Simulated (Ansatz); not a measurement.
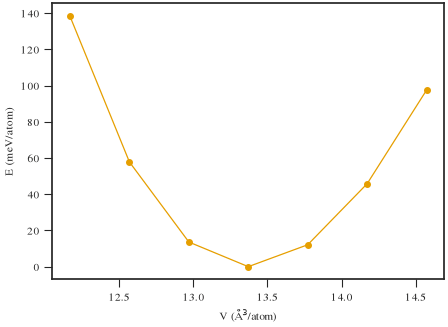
Figure. Ru in space group P-3m1 (No. 164; Ru on 2c, Ru on 2d, Ru on 2d, Ru on 2d) under volume change, PBEsol (plane waves, PAW; program Ansatz), shape and atoms relaxed at each volume.

Task: What does a third-order Birch–Murnaghan fit give for V₀, B₀ and B′?

Result: V₀ = 13.37 Å³/atom, B₀ = 341 GPa, B′ = 4.8.

The start of the workflow was typed in or built on a structure type; neither database checked (COD, Materials Project) lists it. It is not the phase usual at ambient conditions (space group No. 194). The PBEsol relaxation kept the symmetry of its start; whether a distortion lowers the energy is not shown. No spin polarisation was allowed.

Potentials: the later of the program's two PAW sets.
